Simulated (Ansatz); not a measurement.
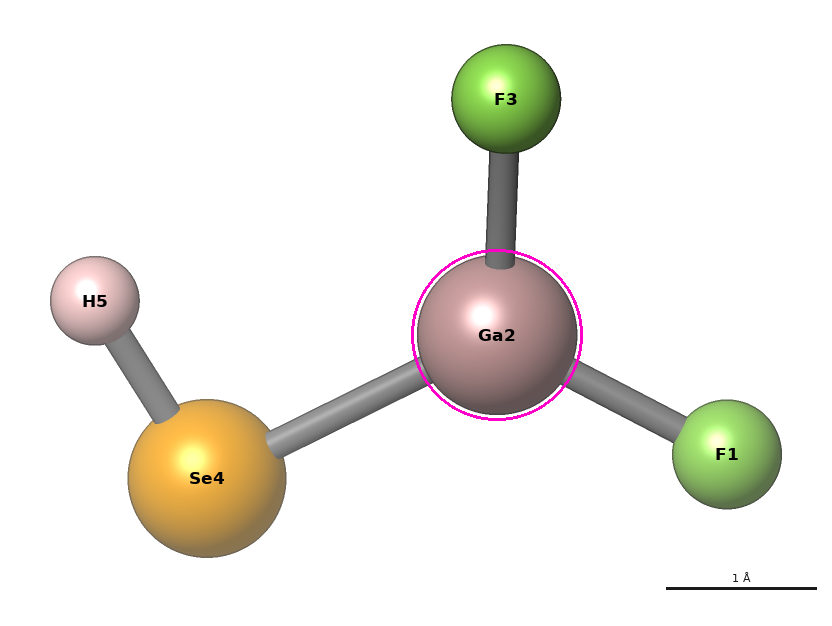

Orthographic view. Distant atoms are faded towards the background colour. The computed structure is the end point of a PBE0-D4/def2-TZVP optimisation.

Q: Which atoms are bonded to the circled atom?

A: The circled atom is Ga2; it is bonded to F1, F3, Se4.

Q: Which atom is nearest the viewer?

A: F3, 0.8 Å in front of the mean position.

Q: Which two atoms are farthest apart in space?

A: F1 and H5, 4.35 Å.
